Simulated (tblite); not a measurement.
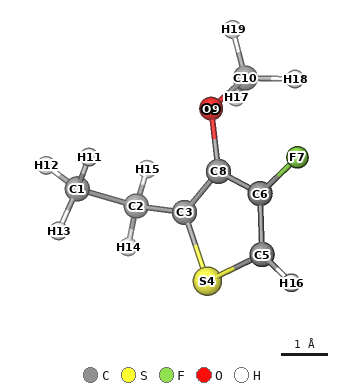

Starting structure of C7H9FOS. Style: ball-and-stick. Shown at a tilt.

All numbers below come from GFN2-xTB geometry optimisation, gas phase (tblite).

```xyz
19

C     2.4884   -0.4508    0.4177
C     1.5332   -0.4000   -0.7911
C     0.4462    0.5498   -0.4957
S     0.4464    2.1089   -1.1478
C    -1.0565    2.6217   -0.3955
C    -1.4848    1.5396    0.3047
F    -2.6534    1.5775    1.0292
C    -0.6788    0.4473    0.2586
O    -0.9982   -0.7550    0.9442
C    -1.7877   -1.7586    0.3312
H     1.8702   -0.4002    1.3329
H     3.0402   -1.4033    0.4446
H     3.1443    0.4284    0.3370
H     2.1187   -0.1452   -1.6846
H     1.1326   -1.4373   -0.9576
H    -1.5274    3.6170   -0.5012
H    -1.2934   -2.1287   -0.5802
H    -2.8322   -1.3913    0.1093
H    -1.9177   -2.6105    1.0368
```

**Predict the outcome.**

After 134 geometry steps the energy has fallen by 0.656 eV. The largest move after the best rigid fit is that of H17, 1.85 Å. By element the largest moves are H 1.85 Å, O 0.91 Å, F 0.79 Å, C 0.51 Å, S 0.39 Å. Some distances before and after: C6–C8 1.358 → 1.425 Å, C8–O9 1.420 → 1.361 Å, S4–C5 1.757 → 1.711 Å, C3–S4 1.690 → 1.731 Å. Among the angles between lasting bonds that change: C6–C8–O9 122.1° → 128.8°, S4–C5–C6 104.9° → 111.1°, C3–C8–C6 116.7° → 111.2°. Groups turn about C8–O9 by about 85°, C1–C2 by about 20°, C2–C3 by about 20°. The run took 1.1 s on 1 thread of Arm Neoverse V1 (shared host).

The structure at the end:

```xyz
19

C     2.7181   -0.2909    0.4483
C     1.7692   -0.3835   -0.7483
C     0.5731    0.4859   -0.5612
S     0.6464    2.1946   -0.8298
C    -0.9870    2.3990   -0.3628
C    -1.5465    1.2127   -0.0121
F    -2.8305    1.1340    0.3973
C    -0.6633    0.0985   -0.1142
O    -0.9066   -1.2113    0.1631
C    -2.2261   -1.5825    0.5004
H     2.2083   -0.6023    1.3565
H     3.5803   -0.9346    0.2952
H     3.0634    0.7325    0.5763
H     2.3005   -0.0858   -1.6549
H     1.4235   -1.4122   -0.8628
H    -1.4506    3.3638   -0.3659
H    -2.9343   -1.3216   -0.2911
H    -2.5474   -1.1224    1.4390
H    -2.2005   -2.6645    0.6196
```

The end point in the same view:

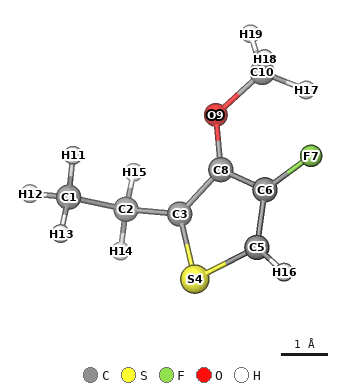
